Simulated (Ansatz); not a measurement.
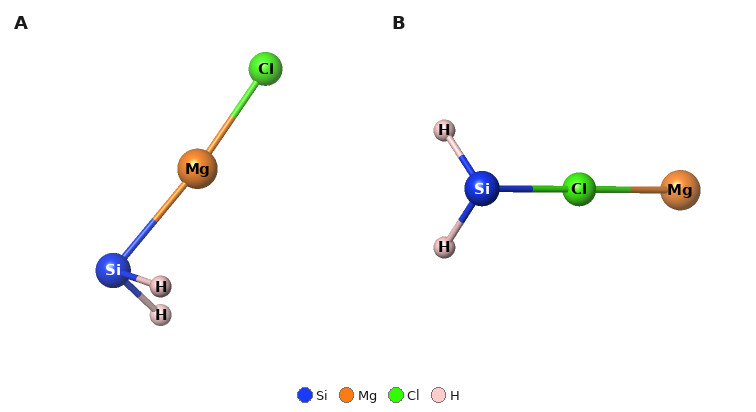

2 stationary structures of one formula. The species has charge −1 and is a spin singlet. Geometries: PBE-D4/def2-SVPD. Electronic energies: PBE-D4/def2-SVPD (Ansatz 0.2.0), without zero-point energy. No frequency run is at hand to confirm each as a minimum.

### Which is lowest in energy, and by how much?

A is lowest; B lies 1.131 eV above it.
